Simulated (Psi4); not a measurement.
# UTPSSh/cc-pVTZ run of PH2 (SMILES [PH2])

Aim: the vertical doublet–quartet gap of PH2 at UTPSSh/cc-pVTZ, from 2 runs. 

The results are computed with Psi4 1.11.

## Step 1: The system as given

The species is PH2 (3 atoms), meant as a doublet with charge 0. SMILES: `[PH2]`. Geometry: relaxed at PBE0-D4/def2-TZVP.

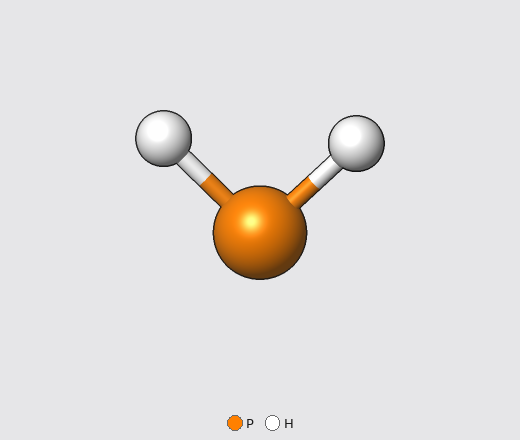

Viewed from a chosen angle; phosphorus orange, hydrogen white.

## Step 2: Energy and forces at UTPSSh/cc-pVTZ

Contents of run.py:

```python
import psi4

psi4.set_memory(2200000000)
psi4.set_num_threads(1)
psi4.core.set_output_file('h2p.out', False)

m = psi4.geometry("""
0 2
P      0.99348572    -0.58462457     0.48794618
H      0.21663820     1.98702812     0.33400909
H     -1.21012392    -1.40240355    -0.82197417
units bohr
symmetry c1
no_reorient
no_com
""")

psi4.set_options({
    'basis': 'cc-pVTZ',
    'reference': 'uks',
    'puream': True,
    'e_convergence': 1e-09,
    'd_convergence': 1e-08,
    'scf_type': 'pk',
    'dft_radial_points': 99,
    'dft_spherical_points': 590,
    'maxiter': 100,
})

e_tot = psi4.gradient('tpssh')
print('gradient / Eh bohr^-1')
print(e_tot.np.round(6))
```

Command:

```console
python run.py
```

h2p.out:

```text
[...]
  Running in c1 symmetry.
[...]
  Nuclear repulsion =   11.408385686419805
[...]
  Multiplicity = 2
[...]
  Nalpha       = 9
  Nbeta        = 8
[...]
    Number of basis functions: 62
[...]
   @UKS iter   1:  -342.50533437327556   -2.76395e-01   4.44515e-03 DIIS/ADIIS
[...]
   @UKS iter  10:  -342.53933900556621   -3.69482e-12   6.72624e-09 DIIS
[...]
   @S^2 Observed:                7.575620089E-01
[...]
    Orbital Energies [Eh]
    ---------------------
    Alpha Occupied:
       1A    -76.963494     2A     -6.499927     3A     -4.654822
       4A     -4.648290     5A     -4.644850     6A     -0.620028
       7A     -0.375794     8A     -0.300141     9A     -0.243509
    Alpha Virtual:
      10A      0.012589    11A      0.030562    12A      0.174778
      13A      0.189171    14A      0.237836    15A      0.240270
      16A      0.244486    17A      0.264885    18A      0.276280
      19A      0.350185    20A      0.410960    21A      0.501871
      22A      0.577416    23A      0.768687    24A      0.807519
      25A      0.836257    26A      0.884630    27A      1.044017
[...]
  @UKS Final Energy:  -342.53933900556621
   => Energetics <=
    Nuclear Repulsion Energy =             11.4083856864198054
    One-Electron Energy =                -495.5870658701145430
    Two-Electron Energy =                 163.2631307117714812
    DFT Exchange-Correlation Energy =     -21.6237895336430057
    Empirical Dispersion Energy =           0.0000000000000000
    VV10 Nonlocal Energy =                  0.0000000000000000
    Total Energy =                       -342.5393390055662053
[...]
 Multipole Moments:
 ------------------------------------------------------------------------------------
     Multipole            Electronic (a.u.)      Nuclear  (a.u.)        Total (a.u.)
 ------------------------------------------------------------------------------------
 L = 1.  Multiply by 2.5417464519 to convert [e a0] to [Debye]
 Dipole X            :        -14.1085519           13.9088001           -0.1997518
 Dipole Y            :          8.3022879           -8.1847440            0.1175439
 Dipole Z            :         -6.9293363            6.8312276           -0.0981087
 Magnitude           :                                                    0.2516797
[...]
  -Total Gradient:
     Atom            X                  Y                   Z
    ------   -----------------  -----------------  -----------------
       1        0.000044511158    -0.000027345306     0.000021737699
       2       -0.000204464456    -0.000417445896    -0.000158309936
       3        0.000159594267     0.000445002592     0.000136395910
[...]
```

On the terminal:

```text
gradient / Eh bohr^-1
[[ 4.50e-05 -2.70e-05  2.20e-05]
 [-2.04e-04 -4.17e-04 -1.58e-04]
 [ 1.60e-04  4.45e-04  1.36e-04]]
```

Run time: 43 s. Hardware: 1 thread of Intel Xeon at 2.50GHz (Skylake/Cascade Lake), shared host; peak memory 1.2 GiB.

## Step 3: The quartet at the same level

Contents of input.inp:

```
memory 2.2 GB

molecule mol {
  0 4
  P
  H 1 r2
  H 1 r3 2 a3

  r2 = 1.423928
  r3 = 1.423924
  a3 = 91.49995
  units angstrom
  symmetry c1
}

set reference uks
set puream true
set e_convergence 1e-09
set d_convergence 1e-08
set scf_type pk
set dft_radial_points 99
set dft_spherical_points 590
set maxiter 100

E, wfn = gradient("tpssh/cc-pVTZ", return_wfn=True)
oeprop(wfn, "QUADRUPOLE", "LOWDIN_CHARGES", "MULLIKEN_CHARGES", title="TPSSH")
```

Command:

```console
psi4 input.inp input.out -n 1
```

input.out, cut to the lines that bear on the results:

```text
[...]
  Running in c1 symmetry.
[...]
  Nuclear repulsion =   11.408386295415532
[...]
  Multiplicity = 4
[...]
  Nalpha       = 10
  Nbeta        = 7
[...]
    Number of basis functions: 62
[...]
   @UKS iter   1:  -342.29187526581302   -6.29354e-02   3.86552e-03 DIIS/ADIIS
[...]
   @UKS iter  10:  -342.31848724103548   -1.30740e-12   2.84918e-09 DIIS
[...]
   @S^2 Observed:                3.755499240E+00
[...]
  @UKS Final Energy:  -342.31848724103548
   => Energetics <=
    Nuclear Repulsion Energy =             11.4083862954155322
    One-Electron Energy =                -494.6928014809560636
    Two-Electron Energy =                 162.6034758862187459
    DFT Exchange-Correlation Energy =     -21.6375479417136916
    Empirical Dispersion Energy =           0.0000000000000000
    VV10 Nonlocal Energy =                  0.0000000000000000
    Total Energy =                       -342.3184872410354842
[...]
  -Total Gradient:
     Atom            X                  Y                   Z
    ------   -----------------  -----------------  -----------------
       1       -0.031601058751    -0.030785529148     0.000000000000
       2       -0.004973720027     0.036717913061     0.000000000000
       3        0.036574010569    -0.005933130194    -0.000000000000
[...]
 Multipole Moments:
 ------------------------------------------------------------------------------------
     Multipole            Electronic (a.u.)      Nuclear  (a.u.)        Total (a.u.)
 ------------------------------------------------------------------------------------
 L = 1.  Multiply by 2.5417464519 to convert [e a0] to [Debye]
 Dipole X            :          1.3025250           -1.2929046            0.0096204
 Dipole Y            :          1.2688799           -1.2594967            0.0093832
 Dipole Z            :          0.0000000            0.0000000            0.0000000
 Magnitude           :                                                    0.0134386
 L = 2.  Multiply by 1.3450342976 to convert [e a0^2] to [Debye ang]
 Quadrupole XX       :        -19.0589683            6.9082924          -12.1506759
 Quadrupole XY       :          1.1564858           -0.5083002            0.6481856
[...]
  Mulliken Charges: (a.u.)
   Center  Symbol    Alpha    Beta     Spin     Total
[...]
```

It took 50 s on 1 thread of Intel Xeon at 2.50GHz (Skylake/Cascade Lake), shared host; peak memory 1.2 GiB.

## Step 4: Outcome

Level: UTPSSh/cc-pVTZ.

| quantity | value |
| --- | --- |
| doublet: total energy | -342.53934 Eh |
| doublet: dipole moment | 0.64 D |
| doublet: HOMO energy (highest over α and β) | -6.63 eV |
| doublet: LUMO energy (lowest over α and β) | -3.57 eV |
| doublet: ⟨S²⟩ | 0.758 |
| doublet: largest force on an atom | 0.025 eV/Å |
| quartet: total energy | -342.31849 Eh |
| quartet: dipole moment | 0.03 D |
| quartet: HOMO energy (highest over α and β) | -2.00 eV |
| quartet: ⟨S²⟩ | 3.755 |
| quartet: largest force on an atom | 2.269 eV/Å |
| vertical energy of the quartet above the doublet | 6.010 eV |

At this shape the quartet lies 6.01 eV (139 kcal/mol) above the doublet.
